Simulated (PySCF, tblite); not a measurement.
**C₄H₉O₂PSi: geometry, infrared bands and NMR shifts**

Wanted: the infrared bands and NMR shifts of C₄H₉O₂PSi (`CO[C@@H]1C(=O)C[Si@H]1P`), by calculation.

Computed with tblite 0.8.0 and PySCF 2.14.0, with density-fitted response routines of our own, on a single molecule in the gas phase. Atoms count from 0, in the outputs and in this text.

### Step 1. Starting geometry

17 atoms, charge 0, multiplicity 1; geometry from: force field or distance geometry start.

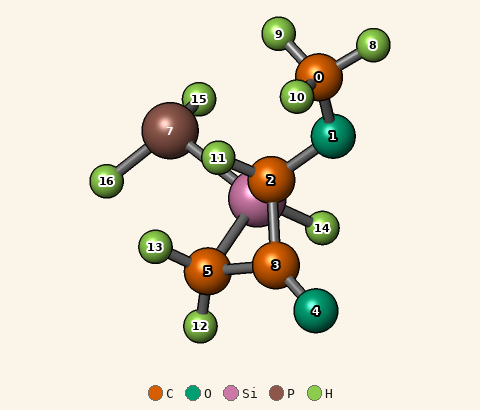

The starting geometry (carbon orange, oxygen teal, silicon pink, phosphorus brown, hydrogen green), atoms numbered; sticks join atoms by distance.

### Step 2. Geometry optimisation with GFN2-xTB

Job settings and geometry (Å):

```
{"job": {"kind": "relax", "xc": "GFN2-xTB", "basis": "xTB"}, "charge": 0, "multiplicity": 1}
C     -2.582400    -0.811000     0.496800
O     -1.497400    -0.782300    -0.333300
C     -0.505300     0.119500    -0.037100
C     -0.113500     1.091900    -1.106700
O     -0.546200     1.478600    -2.180400
C      1.085500     1.391500    -0.263600
Si     1.228400    -0.459300     0.016100
P      2.125000    -0.809300     1.972400
H     -3.314400    -1.594600     0.167800
H     -2.305500    -1.073100     1.541300
H     -3.175500     0.132300     0.498700
H     -0.829300     0.709300     0.871500
H      1.944900     1.793000    -0.788500
H      0.794800     1.919500     0.665200
H      1.728600    -1.209400    -1.121800
H      2.827800    -2.095300     2.036200
H      3.127400     0.210800     2.205200
```

Launch:

```bash
$ OMP_NUM_THREADS=1 python probes_run.py task.json out
```

One launch serves the whole session: the jobs run in the order shown.

Log:

```text
step      E/eV     max force
  0    -691.52636    3.881
  1    -692.06436    2.997
  2    -692.42596    2.394
  3    -692.65185    1.228
  4    -692.78738    0.857
  5    -692.92449    0.726
  6    -692.97449    0.544
  7    -693.02020    0.338
  8    -693.03638    0.277
  9    -693.04852    0.327
 10    -693.05900    0.338
 11    -693.07238    0.278
 12    -693.08503    0.303
 13    -693.09682    0.262
 14    -693.10592    0.191
 15    -693.11245    0.175
 16    -693.11736    0.158
 17    -693.12166    0.161
 18    -693.12623    0.159
 19    -693.13150    0.169
 20    -693.13695    0.165
 21    -693.14215    0.202
 22    -693.14710    0.161
 23    -693.15192    0.200
 24    -693.15696    0.251
 25    -693.16246    0.222
 26    -693.16787    0.184
 27    -693.17254    0.146
 28    -693.17629    0.135
 29    -693.17950    0.156
 30    -693.18276    0.150
 31    -693.18604    0.143
 32    -693.18888    0.109
 33    -693.19115    0.100
 34    -693.19327    0.106
 35    -693.19571    0.132
 36    -693.19833    0.129
 37    -693.20034    0.091
 38    -693.20160    0.069
 39    -693.20259    0.087
 40    -693.20345    0.118
 41    -693.20458    0.094
 42    -693.20606    0.151
 43    -693.20712    0.111
 44    -693.20847    0.116
 45    -693.21007    0.166
 46    -693.21163    0.105
 47    -693.21302    0.106
 48    -693.21435    0.095
 49    -693.21572    0.092
 50    -693.21720    0.106
 51    -693.21910    0.111
 52    -693.22169    0.223
 53    -693.22556    0.204
 54    -693.22917    0.398
 55    -693.23454    0.219
 56    -693.23818    0.165
 57    -693.24429    0.192
 58    -693.24810    0.221
 59    -693.25563    0.216
 60    -693.25154    0.467
 61    -693.26153    0.149
 62    -693.26369    0.107
 63    -693.26849    0.203
 64    -693.27015    0.127
 65    -693.27178    0.104
 66    -693.27335    0.116
 67    -693.27439    0.090
 68    -693.27632    0.121
 69    -693.27852    0.152
 70    -693.28062    0.138
 71    -693.28189    0.184
 72    -693.28257    0.122
 73    -693.28443    0.087
 74    -693.28594    0.073
 75    -693.28788    0.080
 76    -693.28955    0.104
 77    -693.29094    0.115
 78    -693.29224    0.105
 79    -693.29379    0.087
 80    -693.29551    0.097
 81    -693.29707    0.087
 82    -693.29834    0.146
 83    -693.29959    0.105
 84    -693.30110    0.100
 85    -693.30231    0.066
 86    -693.30335    0.083
 87    -693.30433    0.082
 88    -693.30541    0.115
 89    -693.30692    0.119
 90    -693.30852    0.089
 91    -693.30944    0.066
 92    -693.30988    0.058
 93    -693.31027    0.081
 94    -693.31072    0.059
 95    -693.31128    0.066
 96    -693.31205    0.070
 97    -693.31270    0.078
 98    -693.31399    0.084
 99    -693.31541    0.088
100    -693.31706    0.095
101    -693.31845    0.115
102    -693.31958    0.113
103    -693.32047    0.058
104    -693.32071    0.173
105    -693.32112    0.080
106    -693.32129    0.022
107    -693.32133    0.024
108    -693.32138    0.026
109    -693.32143    0.027
110    -693.32156    0.027
111    -693.32174    0.032
112    -693.32193    0.030
113    -693.32204    0.034
114    -693.32210    0.027
115    -693.32217    0.020
116    -693.32225    0.019
117    -693.32234    0.025
118    -693.32241    0.033
119    -693.32248    0.027
120    -693.32256    0.021
121    -693.32263    0.019
122    -693.32271    0.019
123    -693.32277    0.020
124    -693.32282    0.018
125    -693.32286    0.013
126    -693.32290    0.013
127    -693.32292    0.011
128    -693.32295    0.011
129    -693.32297    0.010
130    -693.32299    0.013
131    -693.32301    0.012
132    -693.32304    0.012
133    -693.32305    0.008
```

It took 1.2 s on 1 thread of Arm Neoverse V1, shared host; peak memory 0.18 GiB.

Step by step: (not every step is listed)

```tsv
step	energy from step 0 (eV)	largest force (eV/Å)
0	0.0000	3.8814
1	-0.5380	2.9970
2	-0.8996	2.3944
3	-1.1255	1.2285
4	-1.2610	0.8571
5	-1.3981	0.7259
6	-1.4481	0.5435
7	-1.4938	0.3380
8	-1.5100	0.2771
20	-1.6106	0.1652
32	-1.6625	0.1093
44	-1.6821	0.1156
56	-1.7118	0.1648
68	-1.7500	0.1211
80	-1.7692	0.0968
92	-1.7835	0.0583
104	-1.7944	0.1735
116	-1.7959	0.0191
128	-1.7966	0.0114
129	-1.7966	0.0102
130	-1.7966	0.0131
131	-1.7966	0.0121
132	-1.7967	0.0117
133	-1.7967	0.0076
```

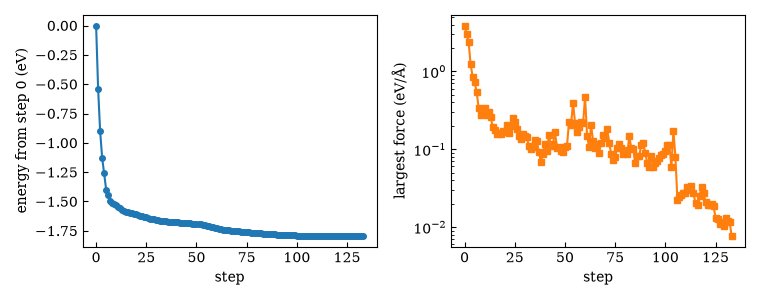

Energy and force, step by step.

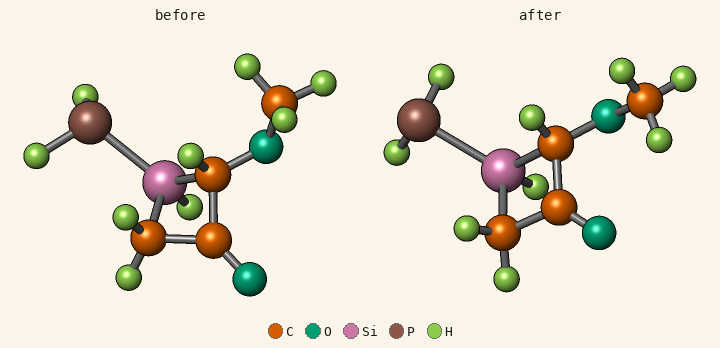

Before and after, at one scale.

Close pairs (by a distance rule), those that changed most:

```tsv
bond	before (Å)	after (Å)	change (Å)
C2–Si6	1.829	1.931	+0.102
P7–H15	1.467	1.385	-0.082
P7–H16	1.449	1.384	-0.065
Si6–P7	2.180	2.237	+0.056
C0–O1	1.366	1.412	+0.046
C5–Si6	1.877	1.919	+0.042
C0–H8	1.122	1.088	-0.033
O1–C2	1.373	1.401	+0.028
```

The next job starts from the end point, and lists it.

### Step 3. Infrared spectrum with GFN2-xTB

Job settings and geometry (Å):

```
{"job": {"kind": "ir", "xc": "GFN2-xTB", "basis": "xTB"}, "charge": 0, "multiplicity": 1}
C     -2.688408    -0.809820     0.147289
O     -1.314330    -1.114814     0.035160
C     -0.464740    -0.062001     0.399387
C     -0.342691     1.114356    -0.555152
O     -1.133029     1.526503    -1.358260
C      1.117817     1.483509    -0.402561
Si     1.441692    -0.304947     0.214038
P      2.543166    -0.417668     2.157388
H     -3.226130    -1.713327    -0.133320
H     -2.943097    -0.536465     1.179363
H     -2.970473     0.007095    -0.521335
H     -0.721545     0.319771     1.402549
H      1.551852     1.883913    -1.314752
H      1.245102     2.228508     0.382051
H      1.755282    -1.224016    -0.882723
H      2.356393    -1.780675     2.318043
H      3.786140    -0.587891     1.572386
```

Log:

```text
mode    cm-1     km/mol
  1      57.9      3.91
  2      70.8      1.64
  3      90.7      5.54
  4     110.9     16.87
  5     122.1      3.58
  6     174.8      7.35
  7     183.1      0.78
  8     246.8      3.35
  9     330.9      1.50
 10     391.1     13.30
 11     464.5      2.27
 12     529.4     41.63
 13     545.3     12.91
 14     578.3    131.80
 15     608.4     98.36
 16     674.6      2.10
 17     689.6     15.60
 18     709.5     27.11
 19     719.8    175.76
 20     778.8     49.24
 21     841.2     15.14
 22     963.4     12.55
 23    1005.8     26.82
 24    1037.9     87.95
 25    1081.0    112.08
 26    1121.8     16.41
 27    1132.1      1.02
 28    1134.7     29.98
 29    1138.0     11.50
 30    1177.8      9.52
 31    1272.2      4.16
 32    1401.4      0.28
 33    1415.1     17.78
 34    1466.9      5.42
 35    1483.9      5.13
 36    1805.8    519.08
 37    2238.5    236.20
 38    2303.8     65.90
 39    2379.5    126.24
 40    2790.2     54.22
 41    2901.7     55.58
 42    2968.5     22.71
 43    2984.8     10.47
 44    3023.6      7.65
 45    3026.1     24.47
```

Wall time 0.72 s (1 thread of Arm Neoverse V1, shared host); peak memory 0.18 GiB.

Which atoms move in the most intense modes:

```tsv
cm⁻¹	km/mol	atoms
578	131.8	H14 53 %, C3 10 %
608	98.4	H14 25 %, Si6 14 %, H13 12 %
720	175.8	C5 20 %, Si6 19 %, H12 17 %, C3 14 %
1038	88.0	C3 27 %, H11 19 %, C5 14 %, C2 12 %
1081	112.1	H11 35 %, C3 23 %
1806	519.1	C3 63 %, O4 36 %
2238	236.2	H14 97 %
2380	126.2	H16 52 %, H15 45 %
```

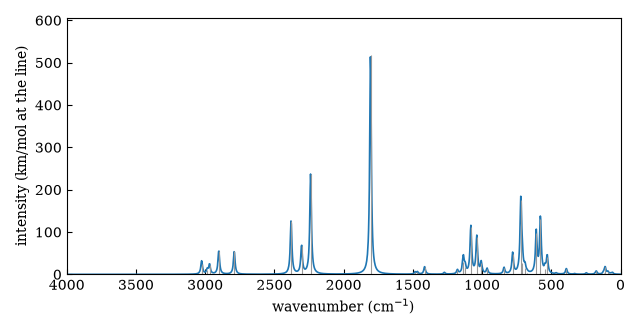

The infrared spectrum from these modes, unscaled. Lines are broadened to a width of 14 cm⁻¹ (Lorentzian).

### Step 4. NMR shieldings: PBE0/pcSseg-1

Same as in step 3 but for these lines:

```diff
@@ -1,2 +1,2 @@
-{"job": {"kind": "ir", "xc": "GFN2-xTB", "basis": "xTB"}, "charge": 0, "multiplicity": 1}
+{"job": {"kind": "nmr", "xc": "PBE0", "basis": "pcSseg-1"}, "charge": 0, "multiplicity": 1}
 C     -2.688408    -0.809820     0.147289
```

Level: GIAO PBE0/pcSseg-1 NMR shielding, non-relativistic, gas phase.

Log:

```text
coarse grid: 15344 points
cycle   1  E = -938.2086916551  dE =  1.128e+00  |g| = 8.991e-01  |ddm| = 3.782e+00
cycle   2  E = -937.7142786848  dE =  4.944e-01  |g| = 1.823e+00  |ddm| = 2.672e+00
cycle   3  E = -938.3568919628  dE = -6.426e-01  |g| = 2.390e-01  |ddm| = 2.102e+00
cycle   4  E = -938.3677088830  dE = -1.082e-02  |g| = 9.950e-02  |ddm| = 2.834e-01
cycle   5  E = -938.3695373716  dE = -1.828e-03  |g| = 2.302e-02  |ddm| = 8.720e-02
cycle   6  E = -938.3696330496  dE = -9.568e-05  |g| = 7.789e-03  |ddm| = 2.490e-02
cycle   7  E = -938.3696453552  dE = -1.231e-05  |g| = 1.740e-03  |ddm| = 8.628e-03
cycle   8  E = -938.3696460149  dE = -6.597e-07  |g| = 5.378e-04  |ddm| = 2.280e-03
final grid: 139448 points
cycle   9  E = -938.4384842919  dE = -1.428e-05  |g| = 1.439e-02  |ddm| = 2.632e-02
cycle  10  E = -938.4383888736  dE =  9.542e-05  |g| = 2.680e-02  |ddm| = 2.822e-02
cycle  11  E = -938.4385214273  dE = -1.326e-04  |g| = 2.975e-03  |ddm| = 2.012e-02
cycle  12  E = -938.4385231016  dE = -1.674e-06  |g| = 3.875e-04  |ddm| = 2.293e-03
cycle  13  E = -938.4385231250  dE = -2.335e-08  |g| = 1.608e-04  |ddm| = 5.240e-04
cycle  14  E = -938.4385231305  dE = -5.570e-09  |g| = 1.957e-05  |ddm| = 1.728e-04
cycle  15  E = -938.4385231306  dE = -7.685e-11  |g| = 6.110e-06  |ddm| = 2.898e-05
converged SCF energy = -938.4385231306

GIAO shielding tensors (ppm)
atom      isotropic    diamagn.    paramagn.     s11        s22        s33       span
  0 C      123.785     245.226    -121.441     90.089     98.418    182.848     92.759
  1 O      300.397     396.847     -96.450    278.123    290.044    333.024     54.901
  2 C       92.687     255.523    -162.836     36.951     97.978    143.133    106.182
  3 C      -24.556     254.089    -278.645   -109.028    -47.241     82.601    191.629
  4 O     -307.090     399.535    -706.625   -827.782   -390.293    296.805   1124.588
  5 C      152.547     260.400    -107.852    126.056    146.831    184.755     58.700
  6 Si     403.409     880.878    -477.468    358.146    365.681    486.401    128.255
  7 P      618.650     966.846    -348.197    569.974    619.177    666.798     96.825
  8 H       27.975      28.758      -0.782     24.236     25.062     34.627     10.392
  9 H       28.572      29.442      -0.870     24.739     26.700     34.277      9.538
 10 H       27.055      30.248      -3.193     21.584     26.605     32.977     11.393
 11 H       27.420      33.385      -5.965     24.502     27.181     30.576      6.074
 12 H       29.508      30.955      -1.447     25.511     27.411     35.601     10.090
 13 H       29.517      31.271      -1.754     26.316     28.106     34.129      7.813
 14 H       26.936      29.626      -2.690     22.921     25.066     32.822      9.901
 15 H       30.069      29.480       0.589     24.638     27.188     38.382     13.744
 16 H       30.201      28.465       1.735     24.766     26.872     38.964     14.199
```

Run time: 34 s. Hardware: 1 thread of Arm Neoverse V1, shared host; peak memory 0.86 GiB.

Shifts follow as δ = σ(reference) − σ, with reference shieldings (ppm) from runs at the same level and on the same kind of geometry: 1H TMS 31.72, 13C TMS 186.9, 29Si TMS 349.2, 17O H2O 336.1, 31P H3PO4 318.4. The references are single molecules in the gas phase, so shifts against H2O, NH3, PH3, H3PO4 or CFCl3 are not on the usual liquid scales and can be off by tens of ppm. Atoms listed in one row are averaged.

```tsv
atoms	environment	σ (ppm)	δ (ppm)	δ scaled to CDCl3
C3	ketone carbonyl carbon	-24.6	211.5	204.5
C2	sp3 CH bonded to O and Si, α to a carbonyl	92.7	94.2	90.1
C0	methyl carbon bonded to O	123.8	63.1	59.7
C5	sp3 CH2 bonded to Si, α to a carbonyl	152.5	34.4	31.6
H14	hydrogen on a silicon bonded to 2 C, P, in a 4-membered ring	26.94	4.78	–
H11	hydrogen on an sp3 CH bonded to O and Si, α to a carbonyl	27.42	4.30	4.16
H8, H9, H10	hydrogen on a methyl carbon bonded to O	27.87	3.85	3.73
H12	hydrogen on an sp3 CH2 bonded to Si, α to a carbonyl	29.51	2.21	2.19
H13	hydrogen on an sp3 CH2 bonded to Si, α to a carbonyl	29.52	2.20	2.18
H15, H16	hydrogen on a phosphorus bonded to Si	30.14	1.58	–
O4	ketone oxygen	-307.1	643.2	–
O1	ether oxygen	300.4	35.7	–
Si6	silicon bonded to 2 C, P, H, in a 4-membered ring	403.4	-54.3	–
P7	phosphorus bonded to Si, 2 H	618.6	-300.3	–
```

The scaled column applies a straight-line fit of computed shieldings to shifts measured in CDCl3 (root-mean-square error 0.16 ppm for H, 1.9 ppm for C).

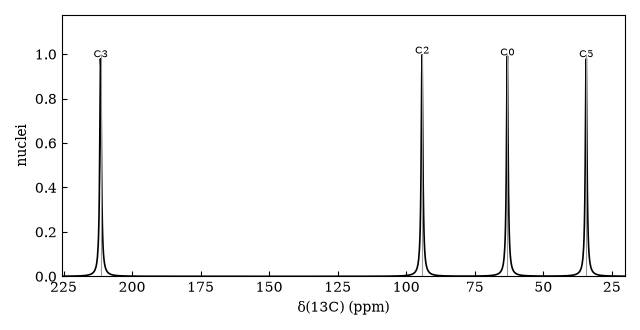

13C lines at the computed shifts, without couplings. Lines are broadened to a width of 0.71 ppm (Lorentzian).

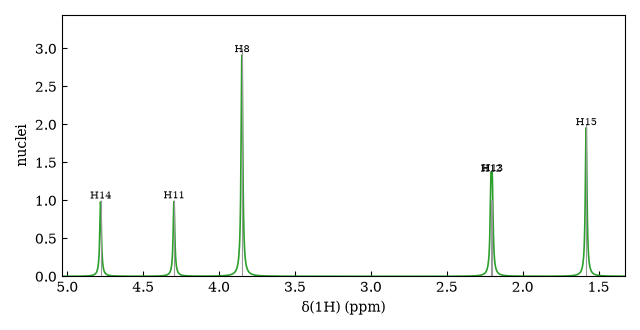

1H lines at the computed shifts, without couplings. Lines are broadened to a width of 0.01 ppm (Lorentzian).

The run also stored atomic charges by several schemes (e):

```tsv
atoms	Mulliken	IAO	Hirshfeld	ESP fit
C0	-0.03	-0.21	-0.04	-0.08
O1	-0.50	-0.38	-0.15	-0.44
C2	-0.19	-0.22	-0.05	0.42
C3	0.22	0.37	0.15	0.25
O4	-0.34	-0.40	-0.23	-0.41
C5	-0.49	-0.60	-0.18	-0.14
Si6	0.60	0.70	0.31	0.18
P7	-0.20	-0.08	0.00	-0.34
```

Hirshfeld charges:

C0 -0.04; O1 -0.15; C2 -0.05; C3 0.15; O4 -0.23; C5 -0.18; Si6 0.31; P7 0.00; H8 0.05; H9 0.03; H10 0.03; H11 0.04; H12 0.05; H13 0.05; H14 -0.06; H15 0.00; H16 0.00

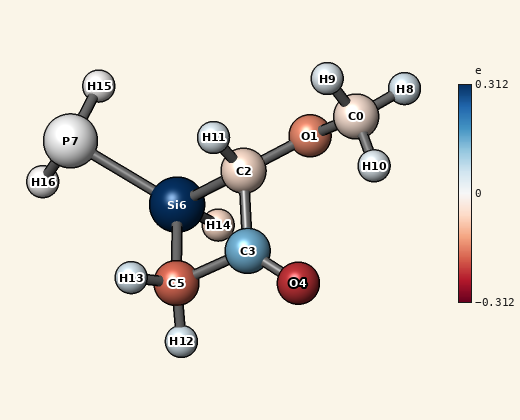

Hirshfeld charges, as colours on the atoms.

Mayer bond orders: C0–O1 0.92, O1–C2 0.93, C2–C3 0.91, C3–O4 2.04, C3–C5 0.96, C5–Si6 0.91, Si6–P7 1.08, Si6–C2 0.85.

Ring of atoms C2, C3, C5, Si6: NICS(0) 0.8, NICS(1) -3.3, NICS(1)zz -0.4 ppm (means of both faces).

### Step 5. Summary of results

| quantity | value |
| --- | --- |
| strongest single infrared mode (GFN2-xTB) | 1806 cm⁻¹, 519 km/mol |
| zero-point energy (GFN2-xTB) | 74.6 kcal/mol |
| 13C shifts against TMS (PBE0/pcSseg-1) | 211.5, 94.2, 63.1, 34.4 ppm |
| 1H shifts against TMS (PBE0/pcSseg-1, means over atoms taken as alike) | 4.78, 4.30, 3.85, 2.21, 2.20, 1.58 ppm |
| 17O shifts against H2O (PBE0/pcSseg-1) | 643.2, 35.7 ppm |
| 29Si shifts against TMS (PBE0/pcSseg-1) | -54.3 ppm |
| 31P shifts against H3PO4 (PBE0/pcSseg-1) | -300.3 ppm |

In words: Relaxing lowered the energy by 1.797 eV in 133 steps; the close pair that moved most is C2–Si6, from 1.829 to 1.931 Å. All 45 modes are real, so the xTB geometry is a minimum. The strongest single mode, at 1806 cm⁻¹, moves mainly C3 and O4. GFN2-xTB is a fitted tight-binding method: band positions and strengths are rough. Its intensities can rank the bands wrongly. The most deshielded carbon is C3 (ketone carbonyl carbon), at 211.5 ppm: low-lying n→π* states of the double bond to the heteroatom give a large paramagnetic term (-279 ppm). At PBE0/pcSseg-1: Shielding is most anisotropic at O4 (span 1125 ppm, paramagnetic term -707 ppm).
